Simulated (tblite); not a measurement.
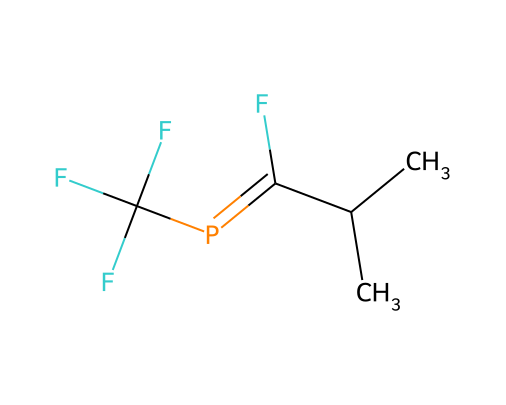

Source: calculation with tblite.

2D structure.

Write the SMILES.

CC(C)/C(F)=P/C(F)(F)F

What is the molecular formula?

C5H7F4P.

An optimisation with GFN2-xTB gave a structure of which point group?

C1. Other conformers may differ.
